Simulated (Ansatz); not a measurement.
# Calculations on SiH₄OCl

**1. Relaxation**

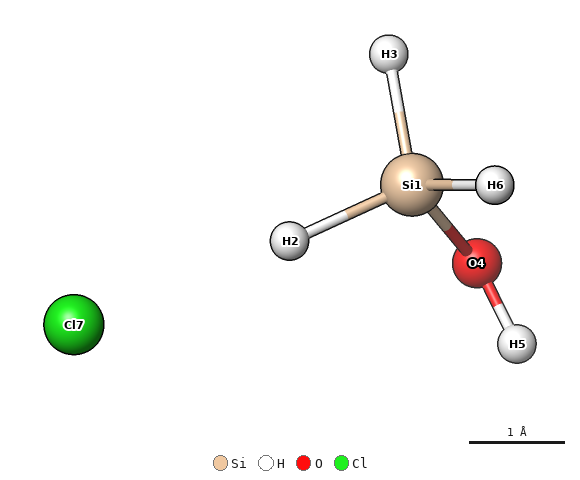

This is the input geometry for a relaxation of SiH4OCl (multiplicity 2). Style: ball-and-stick. Shown at a tilt.

The run prepares an end point of a later path (reaction) calculation, from a guessed geometry.

These are results of UKS B3LYP/def2-mTZVP in Ansatz 0.2.0, not measurements.

Input file:
```yaml
crystal:
  periodic: [false, false, false]
  atoms:
    - { symbol: Si, position_ang: [-0.018999, -0.017915, -0.079715] }
    - { symbol: H, position_ang: [-0.047857, 0.023886, 1.394014] }
    - { symbol: H, position_ang: [1.386689, 0.057826, -0.523468] }
    - { symbol: O, position_ang: [-0.792264, 1.290649, -0.741665] }
    - { symbol: H, position_ang: [-1.757583, 1.303077, -0.736616] }
    - { symbol: H, position_ang: [-0.647119, -1.297936, -0.490344] }
    - { symbol: Cl, position_ang: [0.025833, -0.039987, 3.954193] }
magnetization:
  spin_polarized: true
  initial_magnetization: 1
basis:
  gaussian: { orbitals: def2-mTZVP }
hamiltonian:
  xc: b3lyp
relax:
  f_tol: 0.03
  max_steps: 50
```

Launched with:
```bash
ansatz run input.yaml --threads 2 --pin off --max-ram 3072MiB --backend cpu --events-out ev --progress --plain --runs-dir out
```

Where does the relaxation end?

Answer. Over 8 geometry steps the energy falls by 5.56 kcal/mol. The largest force component goes from 0.67 to 0.026 eV/Å. The largest move after the best rigid fit is that of Cl7, 0.69 Å. Largest moves by element: Cl 0.69 Å, H 0.20 Å, O 0.09 Å, Si 0.06 Å. Among the contacts that change: H2–Cl7 2.562 → 1.712 Å, Si1–H2 1.475 → 1.607 Å, Si1–O4 1.658 → 1.647 Å. Among the angles between lasting bonds that change: H2–Si1–H6 107.0° → 105.0°, H3–Si1–H6 111.4° → 113.4°.

Step by step:

| step | E − E(0), kcal/mol | largest force component, eV/Å |
| --- | --- | --- |
| 0 | 0.00 | 0.6693 |
| 1 | -0.69 | 0.4534 |
| 2 | -2.52 | 0.3554 |
| 3 | -4.23 | 0.3494 |
| 4 | -5.35 | 0.3348 |
| 5 | -5.51 | 0.1212 |
| 6 | -5.54 | 0.0930 |
| 7 | -5.55 | 0.0429 |
| 8 | -5.56 | 0.0260 |

The structure at the end:

```xyz
7

Si    0.0056   -0.0366   -0.0339
H    -0.0014    0.0177    1.5726
H     1.4089    0.0573   -0.4738
O    -0.7898    1.2656   -0.6533
H    -1.7464    1.3236   -0.5408
H    -0.6326   -1.3293   -0.3760
Cl   -0.0956    0.0212    3.2816
```

The end point in the same view:

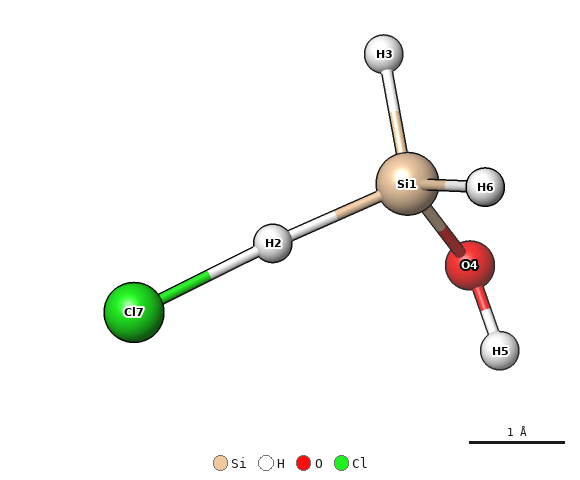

Limits of the set-up: the start holds two separate molecules, 2.6 Å apart at their closest, whose relative position is a soft coordinate and is computed without a dispersion correction.

**2. Relaxation**

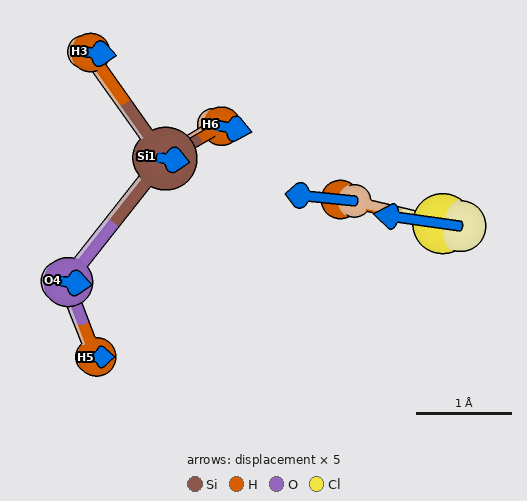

This is a relaxation of SiH4OCl (multiplicity 2). The starting structure is drawn faded, the final one solid; blue arrows show the displacements, magnified 5 times. The two geometries are superimposed by the best rigid fit.

A ball-and-stick model, seen from a free direction.

The run prepares an end point of a later path (reaction) calculation, from a guessed geometry.

All numbers below come from Ansatz 0.2.0, UKS B3LYP/def2-mTZVP. Set-up: collinear spin; force threshold 0.03 eV/Å; at most 50 steps.

Describe the change and its energy.

Answer. The energy falls by 0.46 kcal/mol in 5 accepted moves (6 points after the start). The largest force component goes from 0.66 to 0.026 eV/Å. The line search rejected the trial step at point 4 of the run. The largest moves after the best rigid fit, 0.22 Å, are those of H and Cl atoms. By element the largest moves are Cl 0.22 Å, H 0.22 Å, Si 0.09 Å, O 0.09 Å. Near-neighbour distances that change, for instance: Cl–H 1.346 → 1.340 Å.

Limits of the set-up: the start holds two separate molecules, 2.7 Å apart at their closest, whose relative position is a soft coordinate and is computed without a dispersion correction.

**3. Path**

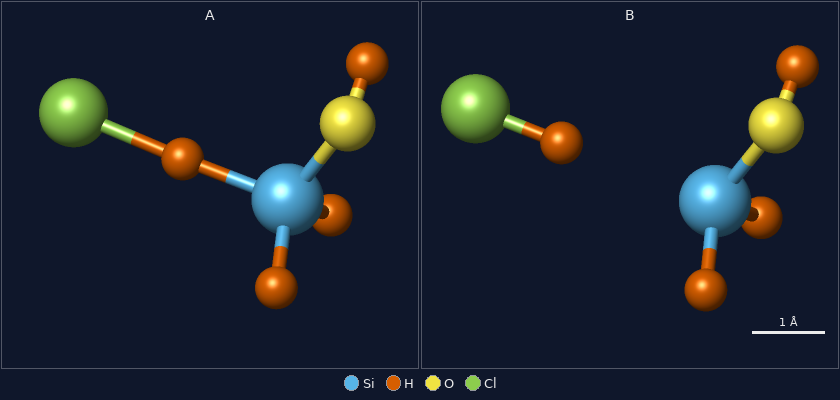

The two relaxed end points of a path for SiH$_{4}$OCl (multiplicity 2). The picture is a ball-and-stick view, seen at a tilt.

These are results of UKS B3LYP/def2-mTZVP (Ansatz 0.2.0), not measurements.

Run with 7 movable images; climbing image; force threshold 0.05 eV/Å; iteration limit 60.

Start:
```xyz
7

Si    0.0064   -0.0368   -0.0333
H    -0.0033    0.0186    1.5732
H     1.4104    0.0572   -0.4710
O    -0.7884    1.2647   -0.6548
H    -1.7452    1.3226   -0.5439
H    -0.6310   -1.3299   -0.3756
Cl   -0.1002    0.0231    3.2820
```

End:
```xyz
7

Si   -0.0018   -0.0260   -0.1781
H    -0.0003    0.0043    2.1761
H     1.3953    0.0656   -0.6616
O    -0.7990    1.2833   -0.8091
H    -1.7587    1.3229   -0.7117
H    -0.6474   -1.3157   -0.5541
Cl   -0.0394   -0.0148    3.5149
```

Question: What barrier does the band find between them, and by what path?

Answer: The highest point, image 4, lies 0.039 eV above the start and 0.008 eV above the end; the end is at +0.031 eV relative to the start. Breaking: Si1–H2 (1.61 → 1.93 at the top → 2.35 Å). The band is converged. At the top, the vibrational analysis gives one imaginary mode (156i cm⁻¹), as a transition state must have.

Energies of the converged images:

```
image  path (Å)  E (eV)
    0      0.00   0.000
    1      0.11   0.001
    2      0.22   0.014
    3      0.32   0.033
    4      0.43   0.039
    5      0.55   0.038
    6      0.67   0.034
    7      0.79   0.032
    8      0.91   0.031
```

The geometry at the top of the path:

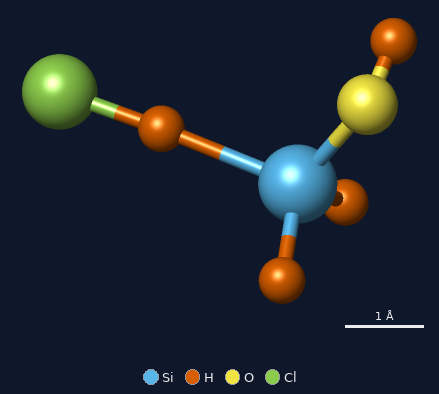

The run took 2.7 min on 2 threads of Intel(R) Xeon(R) Platinum 8259CL CPU @ 2.50GHz (Skylake/Cascade Lake), on a shared host, peak memory 0.22 GiB.
